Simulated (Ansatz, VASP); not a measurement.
# FeMo: VASP beside Ansatz

One calculation is typed for both programs; each brings its own data sets and cutoff. How far apart do they land? The cell is invented: As first built, before any earlier steps moved the atoms: it takes the FeRu structure with some of its atoms replaced by other elements, volume scaled by an estimate. It may not be a known or stable phase. The cell comes out of the VASP series on this material, whose earlier steps may have relaxed, scaled or displaced it; both programs get it as it stands.

Calculated with Ansatz 0.2.0; plane waves, with VASP 6.6.1 beside it; relaxation of cell and atoms at LDA.

## (1) Set-up

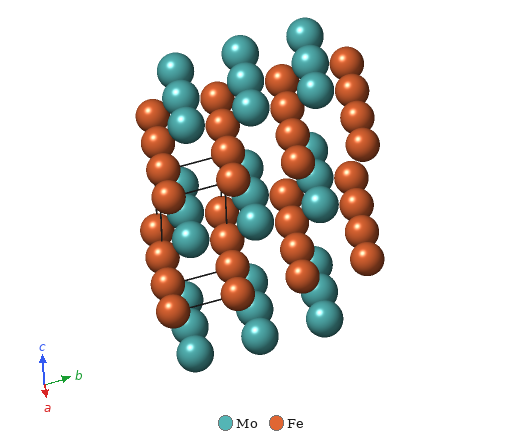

The cell as given, slightly off an axis (molybdenum teal, iron orange). 3×3×2 cells are drawn. Some periodic images of atoms are drawn too.

## (2) Ansatz: relaxation of cell and atoms, LDA

Ansatz runs on its default PAW (the set named soft_2) files.

The relaxed volume is the usual yardstick between codes: its relative difference is about their pressure difference at one cell divided by the bulk modulus.

Contents of input.yaml:

```yaml
crystal:
  lattice:
    - [2.6411736053, -2.7e-08, 0.0]
    - [-1.3205863496, 2.28732356, 0.0]
    - [0.0, 0.0, 4.1316342801]
  atoms:
    - { symbol: Mo, position: [0.66666667, 0.33333333, 0.0], spin: 1.0 }
    - { symbol: Fe, position: [0.0, 0.0, 0.5], spin: 3.0 }
hamiltonian:
  xc: lda
  pseudopotentials: { kind: paw }
magnetization:
  spin_polarized: true
kpoints:
  mp_grid: { grid: [10, 10, 6] }
scf:
  occupations: { method: fermi_dirac, width: 0.05 }
relax:
  f_tol: 0.01
  max_steps: 60
  cell: { stress_tol: 0.05 }
output:
  forces: true
  stress: true
```

Run with:

```bash
$ ansatz run input.yaml --threads 4 --pin off --max-ram 9216MiB --backend cpu --events-out ev --progress --plain --runs-dir out
```

Numbers of over 12 decimals in the logs are rounded to 6 here.

Output:

```text
Warning: the atoms were moved onto the symmetric positions of the space group found under crystal.symmetry.tolerance 1.0e-5 (fractional; no operation is sought that the atoms, as they stand in a round, miss by more than twice it, and no atom is moved by as much as it), and the run uses the moved positions. Before a round's move an operation carried an atom to 1.32e-8 Å from where it should land, the largest such dist [...]
Engine: ansatz 0.2.0, aarch64-unknown-linux-gnu
Pseudopotentials: kind: paw
Pseudopotential: Mo, paw, valence charge 14, recommended cutoff 420 eV (normal), Mo.paw.azcp
Pseudopotential: Fe, paw, valence charge 16, recommended cutoff 420 eV (normal), Fe.paw.azcp
Functional definition: SPW92
  exchange = slater_x
  correlation = pw_c
Crystal: 2 atoms, lattice volume = 24.960 Å³
Basis set: ecut = 420 eV, 487 PW (Γ)
Bands: 21, of which v1, the nominal top of the filled ones, is band 15 counted from 1 (14 counted from 0)
Symmetry: 12 space group operations
Space group: P-6m2 (ITA 187), of the structure as read, at distance tolerance 2.9e-5 Å
Magnetic group: BNS 187.209 (UNI 1439), of the structure as read, at distance tolerance 2.9e-5 Å
k-points: 56 of 600 (time reversal used)
Non-local potential: Mo, projectors of the file, l = 0: 3, l = 1: 2, l = 2: 2, l = 3: 1
Non-local potential: Fe, projectors of the file, l = 0: 3, l = 1: 2, l = 2: 3, l = 3: 1
PAW form: soft (Blöchl's): semilocal exchange-correlation on the pseudo side does not see the compensation charge
PAW frozen core: Mo, regenerated for the run's functional, and the local potential with it (the file was generated under x = pbe(κ = 0.804, μ = 0.219515), c = pbe(β = 0.066725))
PAW frozen core: Fe, regenerated for the run's functional, and the local potential with it (the file was generated under x = pbe(κ = 0.804, μ = 0.219515), c = pbe(β = 0.066725))
PAW one-centre angular grid: Mo, 590 points (default); XC on 64 Gauss nodes
PAW one-centre angular grid: Fe, 590 points (default); XC on 64 Gauss nodes
Initial density: superposition of atomic densities (chi_scale 0.1, normalization cell)
Starting moments: Σ|m| = 4 μB on 2 of 2 sites
Initial wavefunctions: pseudopotential atomic-orbital guess
Functional: x = slater, c = lda
SCF iter   1: F=—  HF=-9262.344884 eV  |F-HF|=—  |Δ(HF+E_count)|=         —  Δρ=9.09e-2 (↑9.09e-2 ↓4.44e-2)  dr2=2.82e0  dr2_m=4.22e-1  M=2.639 μB ∫|m|=2.658 μB  β_m=0.30  ethr=3.10e-3  ⟨swp⟩=4.4  Hψ=9222  notcnv=0
Mixer restart at iter 1: flushing history
preconditioner: auto → none  [metal: Δε(μ)=0.011 eV  Ē_g=7.612 eV  σ=0.050 eV  W_gap=0.06  n_scr=8 (ndim 8)  ℏωp=27.8 eV  f_vac=0.000  D(μ)=2.82/eV (n_scr^D=34)  sad-step TF]
SCF iter   2: F=—  HF=-9261.500468 eV  |F-HF|=—  |Δ(HF+E_count)|=   8.44e-1  Δρ=5.74e-2 (↑5.74e-2 ↓3.80e-2)  dr2=1.49e0  dr2_m=2.78e-1  M=2.485 μB ∫|m|=2.512 μB  β_m=0.53  ethr=3.10e-3  ⟨swp⟩=2.4  Hψ=4233  notcnv=0  defer=67
SCF iter   3: F=—  HF=-9262.265424 eV  |F-HF|=—  |Δ(HF+E_count)|=   7.65e-1  Δρ=7.86e-2 (↑7.86e-2 ↓3.58e-2)  dr2=3.51e0  dr2_m=2.33e-1  M=2.081 μB ∫|m|=2.144 μB  β_m=0.40  ethr=3.10e-3  ⟨swp⟩=3.3  Hψ=4972  notcnv=0  defer=67
SCF iter   4: F=—  HF=-9261.950193 eV  |F-HF|=—  |Δ(HF+E_count)|=   3.15e-1  Δρ=2.65e-2 (↑2.21e-2 ↓2.65e-2)  dr2=1.93e-2  dr2_m=1.31e-1  M=1.951 μB ∫|m|=2.047 μB  β_m=0.70  ethr=3.10e-3  ⟨swp⟩=2.7  Hψ=4503  notcnv=0  defer=66
SCF iter   5: F=—  HF=-9262.864726 eV  |F-HF|=—  |Δ(HF+E_count)|=         —  Δρ=1.29e-1 (↑1.29e-1 ↓1.18e-1)  dr2=2.57e-2  dr2_m=3.49e0  M=0.376 μB ∫|m|=0.458 μB  β_m=1.00  ethr=6.42e-5  ⟨swp⟩=2.2  Hψ=4733  notcnv=0  defer=67
Mixer restart at iter 5: flushing history
SCF iter   6: F=—  HF=-9262.441276 eV  |F-HF|=—  |Δ(HF+E_count)|=   4.23e-1  Δρ=3.93e-2 (↑9.65e-3 ↓3.93e-2)  dr2=4.97e-1  dr2_m=5.42e-2  M=0.226 μB ∫|m|=0.277 μB  β_m=0.70  ethr=1.67e-4  ⟨swp⟩=2.7  Hψ=5186  notcnv=0  defer=72
SCF iter   7: F=—  HF=-9262.837612 eV  |F-HF|=—  |Δ(HF+E_count)|=   3.96e-1  Δρ=8.37e-2 (↑8.37e-2 ↓5.26e-2)  dr2=4.82e0  dr2_m=6.11e-2  M=0.111 μB ∫|m|=0.136 μB  β_m=0.32  ethr=1.67e-4  ⟨swp⟩=4.0  Hψ=6494  notcnv=0  defer=56  recentre
SCF iter   8: F=—  HF=-9262.394966 eV  |F-HF|=—  |Δ(HF+E_count)|=   4.43e-1  Δρ=2.12e-2 (↑3.20e-3 ↓2.12e-2)  dr2=9.47e-2  dr2_m=3.12e-2  M=0.201 μB ∫|m|=0.235 μB  β_m=0.35  ethr=1.67e-4  ⟨swp⟩=3.5  Hψ=6295  notcnv=0  defer=79
SCF iter   9: F=—  HF=-9262.389050 eV  |F-HF|=—  |Δ(HF+E_count)|=   5.92e-3  Δρ=8.13e-3 (↑4.10e-3 ↓8.13e-3)  dr2=6.03e-3  dr2_m=7.94e-3  M=0.180 μB ∫|m|=0.203 μB  β_m=0.44  ethr=1.67e-4  ⟨swp⟩=2.1  Hψ=3832  notcnv=0  defer=72
SCF iter  10: F=—  HF=-9262.387414 eV  |F-HF|=—  |Δ(HF+E_count)|=   1.64e-3  Δρ=4.30e-3 (↑4.23e-3 ↓4.30e-3)  dr2=1.51e-5  dr2_m=4.15e-3  M=0.111 μB ∫|m|=0.121 μB  β_m=0.40  ethr=2.01e-5  ⟨swp⟩=2.1  Hψ=3853  notcnv=0  defer=70
SCF iter  11: F=—  HF=-9262.387458 eV  |F-HF|=—  |Δ(HF+E_count)|=   4.46e-5  Δρ=3.36e-3 (↑3.36e-3 ↓3.25e-3)  dr2=1.37e-5  dr2_m=2.49e-3  M=0.068 μB ∫|m|=0.073 μB  β_m=0.70  ethr=5.04e-8  ⟨swp⟩=2.6  Hψ=4362  notcnv=0  defer=70
SCF iter  12: F=—  HF=-9262.387184 eV  |F-HF|=—  |Δ(HF+E_count)|=   2.74e-4  Δρ=2.44e-3 (↑2.44e-3 ↓1.85e-3)  dr2=1.34e-4  dr2_m=1.05e-3  M=0.058 μB ∫|m|=0.062 μB  β_m=0.85  ethr=4.58e-8  ⟨swp⟩=2.0  Hψ=4054  notcnv=0  defer=70
SCF iter  13: F=—  HF=-9262.387097 eV  |F-HF|=—  |Δ(HF+E_count)|=   8.76e-5  Δρ=1.42e-3 (↑1.28e-3 ↓1.42e-3)  dr2=1.34e-5  dr2_m=4.14e-4  M=0.044 μB ∫|m|=0.048 μB  β_m=0.92  ethr=4.58e-8  ⟨swp⟩=2.4  Hψ=4156  notcnv=0  defer=71
SCF iter  14: F=—  HF=-9262.387085 eV  |F-HF|=—  |Δ(HF+E_count)|=   1.15e-5  Δρ=7.74e-4 (↑6.26e-4 ↓7.74e-4)  dr2=8.28e-6  dr2_m=1.12e-4  M=0.017 μB ∫|m|=0.019 μB  β_m=0.96  ethr=4.46e-8  ⟨swp⟩=2.1  Hψ=4111  notcnv=0  defer=71
SCF iter  15: F=—  HF=-9262.387075 eV  |F-HF|=—  |Δ(HF+E_count)|=   9.88e-6  Δρ=6.07e-5 (↑6.07e-5 ↓4.18e-5)  dr2=1.94e-6  dr2_m=6.30e-8  M=0.000 μB ∫|m|=0.000 μB  β_m=0.88  ethr=2.76e-8  ⟨swp⟩=2.1  Hψ=4105  notcnv=0  defer=71
SCF iter  16: F=—  HF=-9262.387075 eV  |F-HF|=—  |Δ(HF+E_count)|=   2.88e-7  Δρ=2.79e-5 (↑1.64e-5 ↓2.79e-5)  dr2=5.55e-7  dr2_m=2.65e-8  M=0.001 μB ∫|m|=0.001 μB  β_m=0.94  ethr=6.47e-9  ⟨swp⟩=1.6  Hψ=2772  notcnv=0  defer=71
SCF iter  17: F=—  HF=-9262.387075 eV  |F-HF|=—  |Δ(HF+E_count)|=   6.38e-8  Δρ=2.94e-5 (↑2.94e-5 ↓2.15e-5)  dr2=1.22e-8  dr2_m=1.47e-7  M=0.001 μB ∫|m|=0.001 μB  β_m=0.79  ethr=1.85e-9  ⟨swp⟩=2.0  Hψ=2801  notcnv=0  defer=71
SCF iter  18: F=—  HF=-9262.387075 eV  |F-HF|=—  |Δ(HF+E_count)|=   1.06e-8  Δρ=2.63e-6 (↑1.18e-6 ↓2.63e-6)  dr2=5.91e-10  dr2_m=7.62e-10  M=0.000 μB ∫|m|=0.000 μB  β_m=0.68  ethr=4.08e-11  ⟨swp⟩=2.2  Hψ=4073  notcnv=0  defer=71
SCF iter  19: F=—  HF=-9262.387075 eV  |F-HF|=—  |Δ(HF+E_count)|=  1.36e-10  Δρ=2.37e-6 (↑2.10e-6 ↓2.37e-6)  dr2=6.21e-11  dr2_m=1.14e-9  M=0.000 μB ∫|m|=0.000 μB  β_m=0.77  ethr=1.97e-12  ⟨swp⟩=2.0  Hψ=3390  notcnv=0  defer=71
SCF iter  20: F=—  HF=-9262.387075 eV  |F-HF|=—  |Δ(HF+E_count)|=  7.09e-11  Δρ=1.88e-7 (↑7.75e-8 ↓1.88e-7)  dr2=4.59e-12  dr2_m=3.70e-12  M=-0.000 μB ∫|m|=0.000 μB  β_m=0.85  ethr=1.00e-12  ⟨swp⟩=2.0  Hψ=3903  notcnv=0  defer=71
SCF iter  21: F=-9262.387075 eV  HF=-9262.387075 eV  |F-HF|=9.46e-11  |Δ(HF+E_count)|=  7.28e-12  Δρ=2.88e-7 (↑2.46e-7 ↓2.88e-7)  dr2=1.01e-10  dr2_m=1.23e-13  M=-0.000 μB ∫|m|=0.000 μB  ethr=1.00e-12  ⟨swp⟩=1.0  Hψ=5152  notcnv=0
WARN: the starting moments were not kept: the SCF closed with an absolute magnetisation of 2.8e-6 μB, where they sum to 4 μB in size (2 sites). That is at most 0.1 of that sum. Measured as dr2_m measures the in/out step, that magnetisation stands 1.1e-11 eV from none, at or under the dr2_threshold of 1.0e-7 eV: it is no larger than a step whose dr2_m would equal this threshold. The system may hold no moment; this SCF [...]
SCF 1 converged in 21 iterations: F = -9262.387075 eV  dr2 = 1.01e-10
  greatest PAW one-centre occupation: 1.001 electrons in one spin orbital (limit 2), on the Fe atom at site 1 (counted from 0), in its partial waves of l = 1
relax step   1: F+E_penalty+E_count = -9262.38707508 eV  Δ(F+E_penalty+E_count) = +0.000e0 eV  max|allowed force component| = 5.435e-17 eV/Å  Δτ_max = 0.0000 Å  P = -0.263 GPa  Ω = 24.960 Å³  (21 SCF iters, dr2 threshold 1.00e-7 eV, accepted)
[...]
relax step   2: F+E_penalty+E_count = -9262.38711936 eV  Δ(F+E_penalty+E_count) = -4.428e-5 eV  max|allowed force component| = 6.245e-17 eV/Å  Δτ_max = 0.0000 Å  P = +0.053 GPa  Ω = 24.933 Å³  energy of the carried Pulay correction = +1.866e-5 eV  (11 SCF iters, dr2 threshold 2.00e-7 eV, accepted)
[...]
relax step   3: F+E_penalty+E_count = -9262.38711823 eV  Δ(F+E_penalty+E_count) = +1.132e-6 eV  max|allowed force component| = 2.660e-17 eV/Å  Δτ_max = 0.0000 Å  P = +0.007 GPa  Ω = 24.937 Å³  energy of the carried Pulay correction = +1.611e-5 eV  (9 SCF iters, dr2 threshold 1.37e-8 eV, accepted)
[...]
relax step   4: F+E_penalty+E_count = -9262.38710084 eV  Δ(F+E_penalty+E_count) = +1.739e-5 eV  max|allowed force component| = 2.718e-17 eV/Å  Δτ_max = 0.0000 Å  P = +0.006 GPa  Ω = 24.937 Å³  stress off target by 1.36e-2 GPa  SCF on the basis re-selected at this cell (its energy is not comparable with the rows above)  (11 SCF iters)
basis re-selected at this cell: Δ(F+E_penalty+E_count) = +1.739e-5 eV, ΔP = -0.001 GPa vs the last step (what re-selecting the basis moved, of the pressure what is left beyond the Pulay correction that the steps carried, after the strain that the cell walked since its last selection, with what the two solves' SCF thresholds leave and, on support functions, any second-order correction that the steps lacked; it is no m [...]
SCF converged after 11 iterations
Magnetization: 0.0000 μB (15.0000 up, 15.0000 down)
Absolute magnetization: 0.0000 μB (∫|ρ↑−ρ↓|, with the PAW one-centre terms)
Spin contamination: 0.0000 ħ² per cell (⟨S²⟩ above its minimum at these occupations)
Per-site moments (μB) at R_I (Å): [(2.272694792093772e-9, 1.058620), (1.5916718905361825e-7, 1.058620)]
Free energy (F): -9262.387101 eV
Harris-Foulkes:  -9262.387101 eV  (|F-HF|=1.82e-11)
Internal energy: -9262.361597 eV  (E = F + TS)
E sigma→0 (E₀):  -9262.374349 eV
Entropy (-TS):   -0.025504 eV (-12.752 meV/atom)
Fermi energy:    21.293116 eV
--- Per-component energies (eV) ---
  E_band       = -209.630386
  E_kinetic    = 801.552848
  E_local      = -2838.836155  (includes V_loc(G=0)·N_el)
  E_nonlocal   = 367.788258
  E_hartree    = 1144.231103
  E_xc         = -302.312902
  E_vxc        = -383.868215  (∫ρ·V_xc dr)
  E_paw        = -4393.965508  (= ΣΔE_a)
  E_vpaw       = -444.730341  (= ΣTr[D̂ρ^β])
  E_aug_tail   = 0.000850  (compensation charges beyond the density's cutoff)
  E_ewald      = -4041.694442
  E_core_change = 0.874352  (= ΣΔE_core)
  E_smearing   = -0.025504  (= −TS)
  E_closure    = 0.000000  (closes the sum)
  Σ components = -9262.387101   (vs F -9262.387101, Δ=0.00e0)
--- Forces (eV/Å), atoms counted from 1 ---
  atom   1  Mo     0.00000000     0.00000000     0.00000000
  atom   2  Fe    -0.00000000    -0.00000000    -0.00000000
  max |Σ_I F_I| component: 3.82e-17 eV/Å
--- Stress (GPa, compression-positive) ---
        0.013647       0.000000      -0.000000
        0.000000       0.013647      -0.000000
       -0.000000      -0.000000      -0.010662
  P = ⅓ Tr σ = 0.0055 GPa (0.055 kbar)
--- Relaxed structure (3 steps of the walk, 3 accepted, 1 SCFs on fresh bases) ---
  F+E_penalty+E_count = -9262.38710084 eV   max|allowed force component| = 2.718e-17 eV/Å   (the final SCF, on the basis selected at the relaxed cell)
  cell:  # Å, volume = 24.9369 Å³
    - [2.640913, -2.7504134259058536e-7, 0]
    - [-1.320456, 2.287097, 0]
    - [0, 0, 4.128608]
  atoms:
    - { symbol: Mo, position: [0.666667, 0.333333, 0] }
    - { symbol: Fe, position: [-9.251858607474689e-18, -1.8503717008154225e-17, 0.5] }
```

It took 10 s on 4 threads of Arm Neoverse V1, shared host; peak memory 0.37 GiB; 38 s of CPU time.

[end of part 1 of 2]

[Lines on the potential files, build, host, timing and source positions are cut from VASP's logs without a mark.]

[Logs are printed without paths, hosts, clocks, repeated set-up lines and the standing remarks that a program may print on its own settings, such as how far it seeks lower states.]

[Hosts, paths, dates, database ids (printed as entryN), source tags and the programs' standing remarks are cut or masked in the printed files.]
